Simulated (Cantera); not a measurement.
Feed: 1 mol Fe₃O₄, 2.9 mol CO, equilibrated at 1898 K.

Cantera equilibrium calculation (NASA polynomials, part measured and part estimated; ideal gas, pure solids and liquids). Candidate condensed phases: C, Fe, Fe(CO)₅, FeO, Fe₂O₃, Fe₃O₄; 15 gas species. The tables' stoichiometric FeO is somewhat more stable than real wüstite, so its field is too wide. FeO: taken at fixed stoichiometry. Kinetics and transport are ignored.

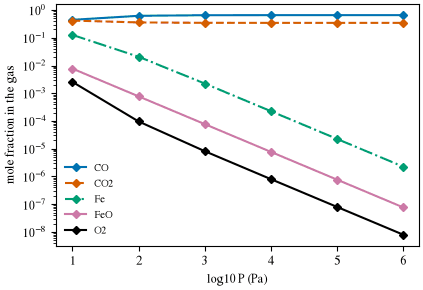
Equilibrium gas composition (values under 1e-9 drawn at 1e-9)

From 0.000100 bar to 10.0 bar the condensed part is FeO(l). The main Fe-bearing gas is Fe throughout.
